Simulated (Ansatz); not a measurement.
## Cs2AgBiBr6 (Fm-3m): how G0W0 depends on its starting point

Aim: G0W0 for Cs2AgBiBr6 (Fm-3m) on several starting functionals, at one mesh, band count and screening cutoff.

Main program and level: Ansatz 0.2.0; G0W0 on several functionals, plane waves, PAW.

In doubt: one-shot GW on d or f shells is unsure, so the values of those runs are not to be relied on; masses and optical values from hybrid runs of this build are listed as unsure (step 4), which bears on the screening that GW takes from such a start.

### 1. The starting structure

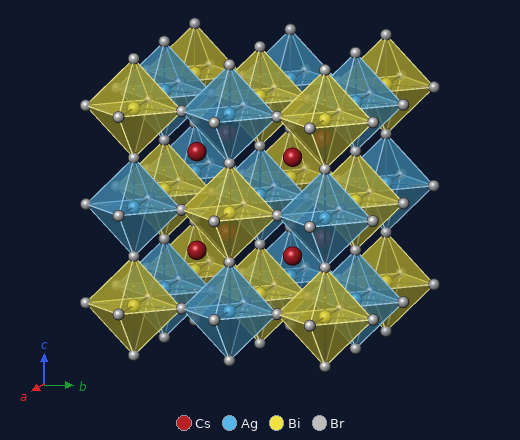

The cell as given, slightly off an axis (caesium red, silver blue, bismuth yellow, bromine light grey). This picture shows the conventional cell, with its axes. Some periodic images of atoms are drawn too.

The cell and positions are those that the Materials Project relaxed with its own functionals (PBE, PBE+U or r2SCAN), kept fixed. Spin-orbit coupling is left out unless a step names it.

### 2. G0W0 on LDA

G0W0 replaces the xc potential by the self-energy, built once from these orbitals. Only a window of levels is corrected, while the sums run over the empty bands that the input names. This step takes PAW set soft_1 files.

This step: G0W0 on LDA, plane waves, PAW; PAW set soft_1.

input.yaml reads:

```yaml
crystal:
  lattice:
    - [0.0, 5.744148, 5.744148]
    - [5.744148, 0.0, 5.744148]
    - [5.744148, 5.744148, 0.0]
  atoms:
    - { symbol: Cs, position: [0.75, 0.75, 0.75] }
    - { symbol: Cs, position: [0.25, 0.25, 0.25] }
    - { symbol: Ag, position: [0.5, 0.5, 0.5] }
    - { symbol: Bi, position: [0.0, 0.0, 0.0] }
    - { symbol: Br, position: [0.749194, 0.250806, 0.250806] }
    - { symbol: Br, position: [0.250806, 0.250806, 0.749194] }
    - { symbol: Br, position: [0.250806, 0.749194, 0.749194] }
    - { symbol: Br, position: [0.250806, 0.749194, 0.250806] }
    - { symbol: Br, position: [0.749194, 0.250806, 0.749194] }
    - { symbol: Br, position: [0.749194, 0.749194, 0.250806] }
kpoints:
  mp_grid: { grid: [2, 2, 2] }
hamiltonian:
  xc: lda
  pseudopotentials: { kind: paw, azcp: { folder: soft_1 }, xc_functional: pbe }
scf:
  occupations: { method: fixed }
gw:
  n_empty_bands: 993
  ecut_chi: 110.0
  qp_bands: [v3, c3]
  qp_kpoints: band_edges
  screening: { model: contour_deformation }
```

The run is started by

```
$ ansatz run input.yaml --threads 3 --pin off --max-ram 92160MiB --backend cuda --events-out ev --progress --plain --runs-dir out --devices 1 --max-vram 13GiB
```

Numbers of over 12 decimals in the logs are rounded to 6 here.

What it wrote:

```text
GPUs: using 1 of 1 available (devices: 1).
Engine: ansatz 0.2.0, x86_64-unknown-linux-gnu
Pseudopotentials: kind: paw
Pseudopotential: Cs, paw, valence charge 9, recommended cutoff 420 eV (normal), soft_1/Cs.paw.azcp
Pseudopotential: Ag, paw, valence charge 19, recommended cutoff 420 eV (normal), soft_1/Ag.paw.azcp
Pseudopotential: Bi, paw, valence charge 15, recommended cutoff 420 eV (normal), soft_1/Bi.paw.azcp
Pseudopotential: Br, paw, valence charge 7, recommended cutoff 420 eV (normal), soft_1/Br.paw.azcp
Functional definition: SPW92
  exchange = slater_x
  correlation = pw_c
device memory: the entry about to start is reckoned to put 4.5 GiB on a device that reports 49.2 GiB free (of which the cap on the GPU budget leaves the run 13.0 GiB)
GPU FFT provider: cuFFT
GPU libraries: cuBLAS 13.8.2, cuFFT 12.4.0, cuSOLVER 12.3.4
Crystal: 10 atoms, lattice volume = 379.059 Å³
Basis set: ecut = 420 eV, 7391 PW (Γ)
Bands: 57, of which v1, the nominal top of the filled ones, is band 47 counted from 1 (46 counted from 0)
Symmetry: 48 space group operations
Space group: Fm-3m (ITA 225), of the structure as read, at distance tolerance 7.2e-5 Å
k-points: 3 of 8
Non-local potential: Cs, projectors of the file, l = 0: 3, l = 1: 2, l = 2: 2, l = 3: 2
Non-local potential: Ag, projectors of the file, l = 0: 3, l = 1: 2, l = 2: 2, l = 3: 1
Non-local potential: Bi, projectors of the file, l = 0: 2, l = 1: 2, l = 2: 2, l = 3: 1
Non-local potential: Br, projectors of the file, l = 0: 2, l = 1: 2, l = 2: 2
PAW form: soft (Blöchl's): semilocal exchange-correlation on the pseudo side does not see the compensation charge
PAW frozen core: Cs, regenerated for the run's functional, and the local potential with it (the file was generated under x = pbe(κ = 0.804, μ = 0.219515), c = pbe(β = 0.066725))
PAW frozen core: Ag, regenerated for the run's functional, and the local potential with it (the file was generated under x = pbe(κ = 0.804, μ = 0.219515), c = pbe(β = 0.066725))
PAW frozen core: Bi, regenerated for the run's functional, and the local potential with it (the file was generated under x = pbe(κ = 0.804, μ = 0.219515), c = pbe(β = 0.066725))
PAW frozen core: Br, regenerated for the run's functional, and the local potential with it (the file was generated under x = pbe(κ = 0.804, μ = 0.219515), c = pbe(β = 0.066725))
PAW one-centre angular grid: Cs, 194 points (default); XC on 64 Gauss nodes
PAW one-centre angular grid: Ag, 590 points (default); XC on 64 Gauss nodes
PAW one-centre angular grid: Bi, 590 points (default); XC on 64 Gauss nodes
PAW one-centre angular grid: Br, 110 points (default); XC on 64 Gauss nodes
Initial density: superposition of atomic densities (chi_scale 0.1, normalization cell, long waves kept (reshape's long-wave potential 0.00 eV rms))
Initial wavefunctions: pseudopotential atomic-orbital guess
GPU buffer pool allocated for 216000 grid points (all kernels)
GPU transforms: local potential and band sums: pruned to the plane-wave sphere, on 54×60×60
Functional: x = slater, c = lda
SCF iter   1: F=—  HF=-46732.149829 eV  |F-HF|=—  |Δ(HF+E_count)|=         —  Δρ=2.67e-2  dr2=5.95e0  ethr=3.10e-3  ⟨swp⟩=5.3  Hψ=579  notcnv=0  defer=13
preconditioner: auto → Resta (q_TF=auto, 2.163 Å⁻¹)  ε∞=3.8  [insulator: Δε(μ)=1.333 eV  Ē_g=9.699 eV  n_scr=58 (ndim 8)  ℏωp=16.2 eV  f_vac=0.014  ε∞_Penn≈3.8]
SCF iter   2: F=—  HF=-46730.319724 eV  |F-HF|=—  |Δ(HF+E_count)|=    1.83e0  Δρ=1.12e-2  dr2=1.35e0  ethr=3.10e-3  ⟨swp⟩=3.0  Hψ=355  notcnv=0  defer=22
SCF iter   3: F=—  HF=-46729.762507 eV  |F-HF|=—  |Δ(HF+E_count)|=   5.57e-1  Δρ=5.27e-3  dr2=2.79e-1  ethr=1.44e-3  ⟨swp⟩=2.3  Hψ=318  notcnv=0  defer=23
SCF iter   4: F=—  HF=-46729.628126 eV  |F-HF|=—  |Δ(HF+E_count)|=   1.34e-1  Δρ=2.00e-3  dr2=3.54e-2  ethr=2.97e-4  ⟨swp⟩=2.3  Hψ=281  notcnv=0  defer=24
SCF iter   5: F=—  HF=-46729.615047 eV  |F-HF|=—  |Δ(HF+E_count)|=   1.31e-2  Δρ=7.18e-4  dr2=2.24e-3  ethr=3.76e-5  ⟨swp⟩=2.7  Hψ=287  notcnv=0  defer=23
SCF iter   6: F=—  HF=-46729.614897 eV  |F-HF|=—  |Δ(HF+E_count)|=   1.50e-4  Δρ=1.14e-4  dr2=9.05e-5  ethr=2.38e-6  ⟨swp⟩=2.0  Hψ=295  notcnv=0  defer=22
SCF iter   7: F=—  HF=-46729.614914 eV  |F-HF|=—  |Δ(HF+E_count)|=   1.69e-5  Δρ=4.87e-5  dr2=9.88e-6  ethr=9.63e-8  ⟨swp⟩=2.0  Hψ=283  notcnv=0  defer=22
SCF iter   8: F=—  HF=-46729.614914 eV  |F-HF|=—  |Δ(HF+E_count)|=   2.24e-7  Δρ=9.20e-6  dr2=3.09e-7  ethr=1.05e-8  ⟨swp⟩=2.0  Hψ=292  notcnv=0  defer=21
SCF iter   9: F=-46729.614914 eV  HF=-46729.614914 eV  |F-HF|=1.35e-9  |Δ(HF+E_count)|=   2.52e-7  Δρ=1.14e-6  dr2=4.64e-9  ethr=1.06e-10  ⟨swp⟩=17.3  Hψ=811  notcnv=0
SCF 1 converged in 9 iterations: F = -46729.614914 eV  dr2 = 4.64e-9
  greatest PAW one-centre occupation: 1.001 electrons in one spin orbital (limit 2), on the Ag atom at site 2 (counted from 0), in its partial waves of l = 0
device memory: the entry about to start is reckoned to put 5.5 GiB (of the 5.6 GiB reckoned in all, the device holds 0.1 GiB already) on a device that reports 49.1 GiB free (of which the cap on the GPU budget leaves the run 12.9 GiB)
NSCF: frozen V_eff on 3 k-points
the band table was solved once the SCF had ended and its energy, with any forces and stress, was formed, with the checks that follow a solve (700 applications of the Hamiltonian). They found nothing against the state; the energy, forces and stress were not computed again (output.eigenvalues in the input reference)
device memory: the entry about to start is reckoned to put 9.3 GiB on a device that reports 49.5 GiB free (of which the cap on the GPU budget leaves the run 13.0 GiB)
NSCF: frozen V_eff on 3 k-points
G₀W₀ screening: q 1/3
[... further progress lines ...]
device memory: the entry about to start is reckoned to put 1.4 GiB on a device that reports 48.8 GiB free (of which the cap on the GPU budget leaves the run 13.0 GiB)
NSCF: frozen V_eff on 1 k-points
device memory: the entry about to start is reckoned to put 1.4 GiB on a device that reports 48.9 GiB free (of which the cap on the GPU budget leaves the run 13.0 GiB)
NSCF: frozen V_eff on 1 k-points
SCF converged after 9 iterations
Free energy (F): -46729.614914 eV
Harris-Foulkes:  -46729.614914 eV  (|F-HF|=1.35e-9)
Internal energy: -46729.614914 eV  (E = F + TS)
E sigma→0 (E₀):  -46729.614914 eV
Fermi energy:    3.248753 eV
--- Per-component energies (eV) ---
  E_band       = -881.137894
  E_kinetic    = 1795.934867
  E_local      = -8081.483638  (includes V_loc(G=0)·N_el)
  E_nonlocal   = 824.112293
  E_hartree    = 3348.814013
  E_xc         = -1831.178836
  E_vxc        = -1262.343050  (∫ρ·V_xc dr)
  E_paw        = -37327.601586  (= ΣΔE_a)
  E_vpaw       = -854.983680  (= ΣTr[D̂ρ^β])
  E_aug_tail   = 0.000598  (compensation charges beyond the density's cutoff)
  E_ewald      = -5460.712800
  E_core_change = 2.500174  (= ΣΔE_core)
  E_smearing   = -0.000000  (= −TS)
  E_closure    = -0.000000  (closes the sum)
  Σ components = -46729.614914   (vs F -46729.614914, Δ=0.00e0)
--- Band table (eV) ---
  k-point 0: bands = [... 43 lower, 2.3366, 2.3366, 2.7088, 2.7088, 5.4414, 5.4414, 5.4414, 6.6244, ... 6 higher]
  k-point 1: bands = [... 43 lower, 2.0477, 2.0569, 2.2366, 2.2366, 4.3913, 6.7009, 6.7009, 8.0086, ... 6 higher]
  k-point 2: bands = [... 43 lower, 1.9733, 2.3215, 2.7036, 3.2488, 5.8934, 5.8934, 6.2229, 7.2948, ... 6 higher]
--- G₀W₀: contour deformation, 7 samples at zero and on the imaginary axis and 2 off it, 8 q-points, 993 empty bands' worth ---
  eigenvalues of the whole cell's RPA ε∞ on this k-mesh (on a slab, of 1 + 4πα/V) = 6.1601, 6.1601, 6.1601; static W/v taken at q = 0 is 0.162335
  bands read: the sum over 1040 bands ends inside a degenerate multiplet in 1 slot, whose members it reads at an even weight; the widest, k=0: bands 1039 to 1041 (counted from 1) at 2/3 each
  gw.qp_kpoints: band_edges: 3 of 3 stored k-points solved, in 1 pass; an edge of the gap read off the rows below is read off those points alone
    ik  band        ε_KS         Σx   Σc(E_QP)       V_xc       Z   E_QP_lin       E_QP  E_QP is
     0    45      2.3366   -19.7471     2.7591   -16.1358  0.7288     1.4604     1.4844  root
     0    46      2.7088   -25.9629     3.1400   -22.2666  0.7277     2.1436     2.1525  root
     0    47      2.7088   -25.9629     3.1400   -22.2666  0.7277     2.1436     2.1525  root
     0    48      5.4414    -9.5043    -3.5358   -13.6876  0.7646     6.0992     6.0888  root
     0    49      5.4414    -9.5043    -3.5358   -13.6876  0.7646     6.0992     6.0888  root
     0    50      5.4414    -9.5043    -3.5358   -13.6876  0.7646     6.0992     6.0888  root
     1    45      2.0569   -19.3831     2.8288   -15.6853  0.7247     1.1608     1.1880  root
     1    46      2.2366   -22.0811     3.0129   -18.3353  0.7220     1.4883     1.5037  root
     1    47      2.2366   -22.0811     3.0129   -18.3353  0.7220     1.4883     1.5037  root
     1    48      4.3913    -9.7210    -3.5417   -13.9082  0.7703     5.0455     5.0369  root
     1    49      6.7009   -12.5164    -3.5570   -16.7647  0.8465     7.4806     7.3922  root
     1    50      6.7009   -12.5164    -3.5570   -16.7647  0.8465     7.4806     7.3922  root
     2    45      2.3215   -19.6905     2.7533   -16.0860  0.7288     1.4462     1.4703  root
     2    46      2.7036   -25.9694     3.1459   -22.2668  0.7274     2.1380     2.1470  root
     2    47      3.2488   -24.1059     2.3581   -21.3078  0.7410     2.8042     2.8088  root
     2    48      5.8934   -10.4211    -3.6250   -14.7069  0.7532     6.5679     6.5541  root
     2    49      5.8934   -10.4211    -3.6250   -14.7069  0.7532     6.5679     6.5541  root
     2    50      6.2229   -10.9226    -3.7302   -15.3282  0.7433     6.9156     6.8982  root
```

Wall time 19 s (1 × NVIDIA H100 80GB HBM3 (shared by 6 runs) with 3 threads of AMD EPYC 7R13 (Zen 3), shared host); peak memory 2.2 GiB; 28 s of CPU time.

This step gave:

- bands summed: 1040
- RPA ε∞ on this mesh (eigenvalues): 6.160, 6.160, 6.160
- plane waves in the screening matrix: 965
- q-points in the mesh: 8
- G0W0 gap on the mesh: 2.228 eV
- k of the valence top: 0, -0.5, -0.5
- k of the conduction bottom: 0, 0, -0.5
- starting gap on the mesh: 1.143 eV
- Z at the valence top: 0.7410
- Z at the conduction bottom: 0.7703
- least direct G0W0 gap on the computed points: 3.533 eV

The gap on the mesh goes from 1.14 eV to 2.23 eV, a correction of +1.09 eV. Between the two edge states, bare exchange in place of the xc potential would open the gap by 6.99 eV, and correlation takes back 5.90 eV.

### 3. G0W0 on PBE

The same correction from a different start measures what one shot leaves open.

This step: G0W0 on PBE, plane waves, PAW; PAW set soft_1.

input.yaml, as its differences from that of step 2:

```diff
@@ -19,4 +19,4 @@
 hamiltonian:
-  xc: lda
-  pseudopotentials: { kind: paw, azcp: { folder: soft_1 }, xc_functional: pbe }
+  xc: pbe
+  pseudopotentials: { kind: paw, azcp: { folder: soft_1 } }
 scf:
```

What it wrote:

```text
GPUs: using 1 of 1 available (devices: 1).
[...]
GPU FFT provider: cuFFT
GPU libraries: cuBLAS 13.8.2, cuFFT 12.4.0, cuSOLVER 12.3.4
Crystal: 10 atoms, lattice volume = 379.059 Å³
Basis set: ecut = 420 eV, 7391 PW (Γ)
Bands: 57, of which v1, the nominal top of the filled ones, is band 47 counted from 1 (46 counted from 0)
Symmetry: 48 space group operations
[...]
k-points: 3 of 8
[...]
GPU buffer pool allocated for 216000 grid points (all kernels)
[...]
SCF iter   1: F=—  HF=-48044.532297 eV  |F-HF|=—  |Δ(HF+E_count)|=         —  Δρ=2.81e-2  dr2=6.00e0  ethr=3.10e-3  ⟨swp⟩=5.0  Hψ=571  notcnv=0  defer=17
[...]
SCF iter   9: F=-48042.114648 eV  HF=-48042.114648 eV  |F-HF|=5.94e-9  |Δ(HF+E_count)|=   5.80e-7  Δρ=2.13e-6  dr2=2.33e-8  ethr=1.06e-10  ⟨swp⟩=17.3  Hψ=892  notcnv=0
SCF 1 converged in 9 iterations: F = -48042.114648 eV  dr2 = 2.33e-8
[...]
NSCF: frozen V_eff on 3 k-points
[...]
G₀W₀ screening: q 1/3
[... further progress lines ...]
[...]
SCF converged after 9 iterations
Free energy (F): -48042.114648 eV
[...]
Internal energy: -48042.114648 eV  (E = F + TS)
E sigma→0 (E₀):  -48042.114648 eV
Fermi energy:    3.590328 eV
[...]
--- Band table (eV) ---
  k-point 0: bands = [... 43 lower, 2.6154, 2.6154, 3.0315, 3.0315, 5.9258, 5.9258, 5.9258, 7.2895, ... 6 higher]
  k-point 1: bands = [... 43 lower, 2.3447, 2.3487, 2.5426, 2.5426, 4.9033, 7.1273, 7.1273, 8.6309, ... 6 higher]
  k-point 2: bands = [... 43 lower, 2.2819, 2.6014, 3.0268, 3.5903, 6.3527, 6.3527, 6.6682, 7.8291, ... 6 higher]
[...]
0    45      2.6154   -19.7616     2.7975   -15.9032  0.7351     1.5180     1.5544  root
     0    46      3.0315   -26.1968     3.2320   -22.2084  0.7327     2.2591     2.2752  root
     0    47      3.0315   -26.1968     3.2320   -22.2084  0.7327     2.2591     2.2752  root
     0    48      5.9258    -9.4843    -3.4228   -13.2598  0.7697     6.2811     6.2785  root
     0    49      5.9258    -9.4843    -3.4228   -13.2598  0.7697     6.2811     6.2785  root
     0    50      5.9258    -9.4843    -3.4228   -13.2598  0.7697     6.2811     6.2785  root
     1    45      2.3487   -18.6836     1.8974   -16.0072  0.7429     1.5522     1.5697  root
     1    46      2.5426   -22.4643     3.1065   -18.4236  0.7282     1.5814     1.6084  root
[...]
2    47      3.5903   -24.2256     2.4263   -21.1345  0.7464     2.9151     2.9256  root
     2    48      6.3527   -10.3402    -3.5075   -14.2409  0.7596     6.7497     6.7458  root
     2    49      6.3527   -10.3402    -3.5075   -14.2409  0.7596     6.7497     6.7458  root
     2    50      6.6682   -10.8326    -3.6002   -14.8577  0.7511     7.0985     7.0930  root
```

Run time: 20 s. Hardware: 1 × NVIDIA H100 80GB HBM3 (shared by 6 runs) with 3 threads; peak memory 2.1 GiB; 24 s of CPU time.

Numbers from this step:

- bands summed: 1040
- RPA ε∞ on this mesh (eigenvalues): 5.520, 5.520, 5.520
- plane waves in the screening matrix: 965
- q-points in the mesh: 8
- G0W0 gap on the mesh: 2.309 eV
- k of the valence top: 0, -0.5, -0.5
- k of the conduction bottom: 0, 0, -0.5
- starting gap on the mesh: 1.313 eV
- Z at the valence top: 0.7464
- Z at the conduction bottom: 0.7754
- least direct G0W0 gap on the computed points: 3.627 eV

Against the run with 2×2×2 mesh, 993 empty bands, screening to 110 eV, PAW set soft_1 files on LDA, the gap moves by +0.08 eV, while the start moved by +0.17 eV.

### 4. G0W0 on HSE06

This step: G0W0 on HSE06, plane waves, PAW; PAW set soft_1.

input.yaml, as its differences from that of step 3:

```diff
@@ -19,3 +19,3 @@
 hamiltonian:
-  xc: pbe
+  xc: hse06
   pseudopotentials: { kind: paw, azcp: { folder: soft_1 } }
```

What it wrote:

```text
GPUs: using 1 of 1 available (devices: 1).
[...]
davidson cushion auto → on  (no smearing: the cushion is to keep the highest requested band from converging to the state above it; pin scf.eigensolver.cushion to override)
[...]
GPU FFT provider: cuFFT
GPU libraries: cuBLAS 13.8.2, cuFFT 12.4.0, cuSOLVER 12.3.4
Crystal: 10 atoms, lattice volume = 379.059 Å³
Basis set: ecut = 420 eV, 7391 PW (Γ)
[...]
1    45      1.6695   -21.6485     2.5518   -18.6085  0.7712     1.1766     1.1812  root
     1    46      1.6695   -21.6485     2.5518   -18.6085  0.7712     1.1766     1.1812  root
[...]
2    47      2.9285   -23.1417     1.9075   -20.9275  0.7875     2.6205     2.6218  root
     2    48      6.5741   -10.0256    -3.3548   -13.7695  0.7982     6.9655     6.9632  root
     2    49      6.5741   -10.0256    -3.3548   -13.7695  0.7982     6.9655     6.9632  root
     2    50      6.9076   -10.5163    -3.4256   -14.3537  0.7925     7.3223     7.3194  root
[key lines of the parts left out:]
Free energy (F): -48070.518137 eV
Fermi energy:    2.928462 eV
```

Run time: 78 s. Hardware: 1 × NVIDIA H100 80GB HBM3 (shared by 6 runs) with 3 threads; peak memory 2.3 GiB.

This step gave:

| Item | Value |
| --- | --- |
| bands summed | 1040 |
| RPA ε∞ on this mesh (eigenvalues) | 3.991, 3.991, 3.991 |
| plane waves in the screening matrix | 965 |
| G0W0 gap on the mesh | 2.860 eV |
| k of the valence top | 0, -0.5, -0.5 |
| k of the conduction bottom | 0, 0, -0.5 |
| starting gap on the mesh | 2.225 eV |
| least direct G0W0 gap on the computed points | 4.218 eV |

Against the run with 2×2×2 mesh, 993 empty bands, screening to 110 eV, PAW set soft_1 files on PBE, the gap moves by +0.55 eV, while the start moved by +0.91 eV.

### 5. Side by side

All on the 2×2×2 mesh with 993 empty bands and screening to 110 eV. Times are wall times on 1 × NVIDIA H100 80GB HBM3 (shared by 6 runs) with 3 threads of AMD EPYC 7R13 (Zen 3), shared host, good to a factor of about two.

| start | starting gap (eV) | shift (eV) | G0W0 gap (eV) | RPA ε∞ (harmonic mean) | Z (valence, conduction) | time |
| --- | --- | --- | --- | --- | --- | --- |
| LDA | 1.14 | +1.09 | 2.23 | 6.16 | 0.74, 0.77 | 19 s |
| PBE | 1.31 | +1.00 | 2.31 | 5.52 | 0.75, 0.78 | 20 s |
| HSE06 | 2.22 | +0.64 | 2.86 | 3.99 | 0.79, 0.81 | 78 s |

The parts of the quasiparticle energy at the two band edges (eV; QP = start + Σx + Σc − Vxc):

| run | edge | start | Σx | Σc | Vxc | Z | QP |
| --- | --- | --- | --- | --- | --- | --- | --- |
| LDA | valence top | 3.25 | -24.11 | 2.36 | -21.31 | 0.74 | 2.81 |
| LDA | conduction bottom | 4.39 | -9.72 | -3.54 | -13.91 | 0.77 | 5.04 |
| PBE | valence top | 3.59 | -24.23 | 2.43 | -21.13 | 0.75 | 2.93 |
| PBE | conduction bottom | 4.90 | -9.58 | -3.45 | -13.36 | 0.78 | 5.24 |
| HSE06 | valence top | 2.93 | -23.14 | 1.91 | -20.93 | 0.79 | 2.62 |
| HSE06 | conduction bottom | 5.15 | -9.20 | -3.35 | -12.88 | 0.81 | 5.48 |

For a hybrid start, Vxc holds its share of exact exchange.

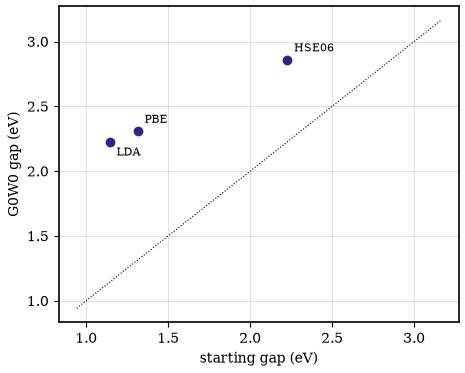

G0W0 gap against starting gap; on the dotted line the correction would vanish.

### 6. Results

| Quantity | Value |
| --- | --- |
| G0W0@LDA | 2.23 eV (start 1.14 eV) |
| G0W0@PBE | 2.31 eV (start 1.31 eV) |
| G0W0@HSE06 | 2.86 eV (start 2.22 eV) |
| known limits | not at the basis limit; d shell near the gap, gap tends to lie low; no spin-orbit coupling; coarse k mesh |

In words: The starting gaps span 1.08 eV and the G0W0 gaps 0.63 eV. Between LDA and HSE06, 0.63 eV of the 1.08 eV survives, 58 %. HSE06 screens less than LDA (ε∞ 3.99 against 6.16). Of the 0.63 eV by which its G0W0 gap is higher, the correlation part gives +0.64 eV, and exchange with the one-particle terms, which follow the orbitals, −0.01 eV. The smallest correction, +0.64 eV, is on HSE06, the start nearest to reproducing itself. Bands and cutoff are finite, so the gap is not at the basis limit. The miss can reach some tenths of an eV and take either sign; the mesh is an error of its own. The 2×2×2 mesh is coarse for this cell (its supercell is 16 Å along the shortest edge). The RPA ε∞ on it, from the LDA start, is 6.16; such meshes misread the long-range screening, most where the gap is narrow. Where an edge is built on 6p states of lead, bismuth or thallium, scalar-relativistic gaps usually stand too wide, by a few tenths to over one eV. A d shell, filled or nearly so, lies near the gap. One-shot GW converges very slowly in bands there, not always from below, and on a semilocal start the gap tends to come out low; starts rich in exact exchange can overshoot instead. The many-body steps are scalar-relativistic: spin-orbit coupling is not in them.

[Paths, hosts, dates, memory and timing lines, banners, echoed tables and standing remarks are left out of the program output.]

[Logs are printed without paths, hosts, clocks, repeated set-up lines and the standing remarks that a program may print on its own settings, such as how far it seeks lower states.]

[Runs of the session that timed out or met a known fault of the program may be left out.]

[Cells called generated may have been cut or substituted from an entry of the Crystallography Open Database or the Materials Project.]

[Hosts, paths, dates, database ids (printed as entryN), source tags and the programs' standing remarks are cut or masked in the printed files.]
